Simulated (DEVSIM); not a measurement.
System: Co/SiO2/p-Ge capacitor, at 400 K.

```csv
layer (left to right),material,thickness (nm),Na (cm⁻³)
1,SiO2,6.00,-
2,Ge,6000,9.7e15
```

Metal gate on the left, work function 5 eV. Fixed charge at the semiconductor interface 9.3e10 cm⁻² (in units of +e); no interface traps.

This is a model device: material constants are rounded textbook-type values typed into the input, and sizes, dopings and lifetimes were drawn at random. Values at 300 K; Nc and Nv go as T^1.5, mobilities as T to minus their exponent, the gap by Varshni's rule with the affinity fixed.

```csv
parameter,SiO2,Ge
gap (eV),9,0.664
affinity (eV),0.9,4
permittivity,3.9,16
Nc (cm⁻³),-,1.04e19
Nv (cm⁻³),-,6e18
Varshni α (eV/K),-,0.000477
Varshni β (K),-,235
```

Simulated with DEVSIM: 1D Poisson equation in equilibrium, Boltzmann statistics, complete ionisation; no quantum confinement or tunnelling. Metal contacts follow the ideal Schottky-Mott rule: no Fermi-level pinning, no interface dipoles.

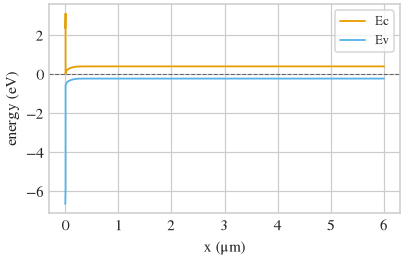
Band edges at 1.75 V on the gate

Energies count from the Fermi level of the right contact; mesh points crowd at the junctions.

```
x (μm)    Ec (eV)  Ev (eV)  n (cm⁻³)  p (cm⁻³)  field (V/cm)
--------  -------  -------  --------  --------  ------------
0.000       2.350   -6.650     < 1e2     < 1e2       1300000
0.001227    2.505   -6.495     < 1e2     < 1e2       1300000
0.003198    2.755   -6.245     < 1e2     < 1e2       1300000
0.005095    2.995   -6.005     < 1e2     < 1e2       1300000
0.006642    0.026   -0.598    7.6e18    2.7e11        250000
0.008906    0.066   -0.558    2.3e18    8.7e11        140000
0.01401     0.115   -0.509    5.6e17    3.6e12         70000
0.03196     0.192   -0.432    6.1e16    3.3e13         29000
0.06812     0.266   -0.358    7.0e15    2.9e14         16000
0.1476      0.348   -0.276    6.5e14    3.1e15          6200
0.3267      0.387   -0.238    2.2e14    9.4e15           330
0.9570      0.388   -0.236    2.0e14    9.9e15           ≈ 0
2.152       0.388   -0.236    2.0e14    9.9e15           ≈ 0
4.140       0.388   -0.236    2.0e14    9.9e15           ≈ 0
5.397       0.388   -0.236    2.0e14    9.9e15           ≈ 0
5.737       0.388   -0.236    2.0e14    9.9e15           ≈ 0
5.887       0.388   -0.236    2.0e14    9.9e15           ≈ 0
5.954       0.388   -0.236    2.0e14    9.9e15           ≈ 0
5.989       0.388   -0.236    2.0e14    9.9e15           ≈ 0
6.000       0.388   -0.236    2.0e14    9.9e15           ≈ 0
6.004       0.388   -0.236    2.0e14    9.9e15           ≈ 0
6.006       0.388   -0.236    2.0e14    9.9e15           ≈ 0
```
